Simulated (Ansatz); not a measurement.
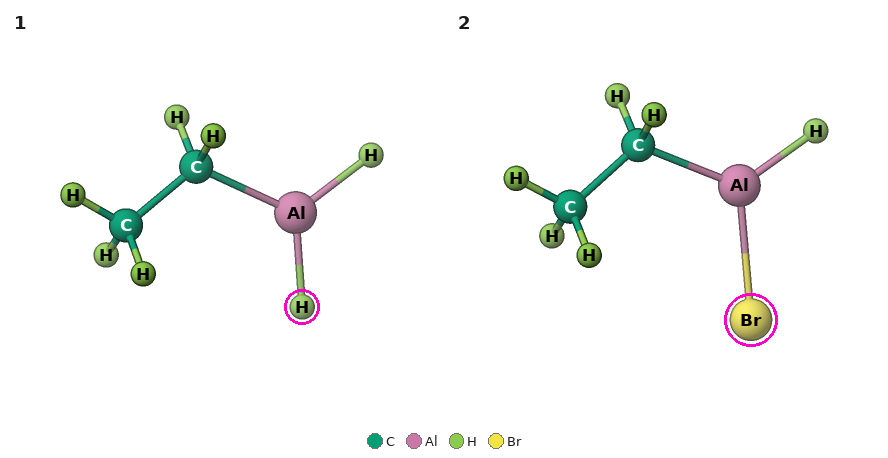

2 molecules with one skeleton, seen from the same side and at one scale; the atom that differs is circled. Each species is neutral and a spin singlet. Computed geometries: PBE0-D4/def2-TZVP optimisations, one conformation each. Properties computed with Ansatz 0.2.0.

One atom differs, called X below: H in panel 1, Br in panel 2. Their formulas are C2H7Al (`C[CH2][AlH2]`), C2H6AlBr (`C[CH2][AlH][Br]`).

In which is the length of X–Al larger (PBE0-D4/def2-TZVP)?

Answer. In panel 2 (X = Br).

In which is the HOMO–LUMO gap larger (CAM-B3LYP-D4/def2-TZVPP)?

Answer. In panel 2 (X = Br).

Give the values. With PBE0-D4/def2-TZVP: length of X–Al (Å), angle H–Al–X (°). With CAM-B3LYP-D4/def2-TZVPP: HOMO energy (Kohn–Sham orbital) (eV), HOMO–LUMO gap (eV). With r2SCAN-D4/def2-TZVPP: dipole moment (D).

```csv
quantity,1 (H),2 (Br),2 − 1
length of X–Al (Å),1.592,2.267,+0.675
angle H–Al–X (°),119.2,116.4,−2.8
HOMO energy (Kohn–Sham orbital) (eV),−8.91,−9.10,−0.19
HOMO–LUMO gap (eV),8.50,8.78,+0.28
dipole moment (D),0.81,1.91,+1.10
```
